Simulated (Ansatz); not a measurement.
# Leakage through LiF between Pd(100) and Pd(100): one more thickness

The current through thinner LiF barriers is known. What leaks through 5 layers at 0.25 V?

How it was computed: Ansatz 0.2.0, plane waves with PAW datasets, PBE; a slab with two metal leads whose outer parts are reservoirs, with density and current solved under bias (Landauer, 300 K). The LiF is strained to the lead's lattice, the interfaces are relaxed in a short slab (PBE+D3(BJ)), and bulk layers are laid on.

Results; the value marked ? is to be predicted:

| layers of LiF | cell length (Å) | drop between the leads' cuts at 0.25 V (V) | current density at 0.25 V (A/m²) |
| --- | --- | --- | --- |
| 1 | 63.87 | 0.235 | 3.91×10¹³ |
| 2 | 66.01 | 0.250 | 7.27×10¹¹ |
| 3 | 68.06 | 0.250 | 3.49×10¹⁰ |
| 4 | 70.11 | 0.250 | 1.06×10⁹ |
| 5 | 72.14 | 0.250 | ? |

Worked fit:

Deep in a barrier the current should fall by a fixed factor for each layer; the steps shown give 54, 21 and 33 per layer, so that is only roughly so here. A straight line through ln J for 2, 3 and 4 layers has the slope −3.266 per layer, a factor of 26; with about 2.05 Å per layer that is β = 1.6 Å⁻¹. Then J = exp(33.920 − 3.266 × 5). Predicted: 4.36×10⁷ A/m².

Check against the run:

3.67×10⁷ A/m², so the prediction is 19 % too high. From 4 to 5 layers the current falls by 29 per layer, against the fitted 26. The steps are uneven, so one factor describes this series only roughly.

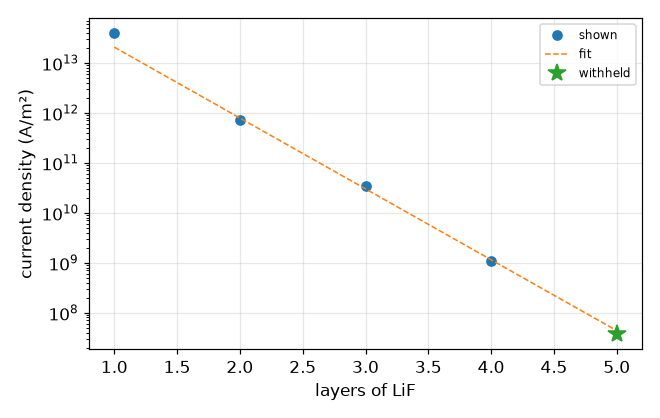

Current density against thickness.

Caveats: On every other k-point the currents of these runs, at any bias, move by up to 14 %. A semilocal functional makes the barrier's gap too small; each thickness has its own relaxed interfaces. At 3 and 5 layers the conductance at 0 V times the bias is 2.1 and 2.8 times the current, a sign of narrow levels at zero bias or of coarse sampling.
